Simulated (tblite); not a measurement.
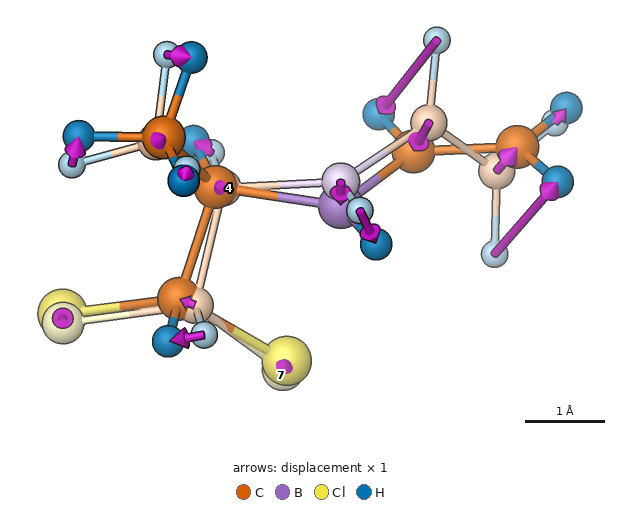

A relaxation of C₅H₉BCl₂. The starting structure is drawn faded, the final one solid; purple arrows show the displacements, at their true length. The two geometries are superimposed by the best rigid fit.

Style: ball-and-stick. Shown at a tilt.

These are results of GFN2-xTB geometry optimisation, gas phase (tblite), not measurements. 

Q: Which element moves most?

A: Hydrogen: up to 2.02 Å, against 0.72 Å for carbon.

Q: Describe the change and its energy.

A: The energy falls by 10.4 kcal/mol in 171 geometry steps. The largest move after the best rigid fit is that of an H atom, 2.02 Å. Largest moves by element: H 2.02 Å, C 0.72 Å, Cl 0.50 Å, B 0.44 Å. Near-neighbour distances that change, for instance: B–Cl 3.005 → 2.371 Å, C–H 1.131 → 1.091 Å, C–Cl 1.762 → 1.799 Å, C–C 1.543 → 1.515 Å. Bond angles that change, for instance: B–C–C 105.5° → 117.3°, C–C–H 106.0° → 113.1°, C–C–H 114.7° → 108.2°. Groups turn about B–C by about 95°, C–C by about 25°. Cost: 2.5 s on 1 thread of Arm Neoverse N1, with other jobs on the host.
